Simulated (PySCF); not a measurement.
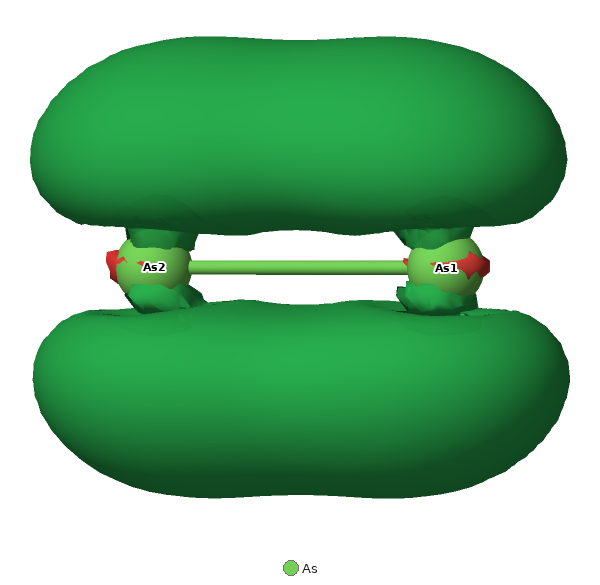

As₂ (charge +1, doublet). Isosurfaces of the spin density at +0.02 (green) and −0.02 e/Å³ (red), seen from one side.

All numbers below come from PBE0/cc-pVTZ(-PP), non-relativistic Hamiltonian with scalar-relativistic core potentials where named, at a bond length of 2.187 Å in PySCF 2.14.0.

```xyz
2

As    0.0000    0.0000   -1.0935
As    0.0000    0.0000    1.0935
```

> Where is the unpaired spin?

The unpaired spin (1 electron) lies mostly on As1 (about 0.5) and As2 (about 0.5), in electrons by Hirshfeld's partition.
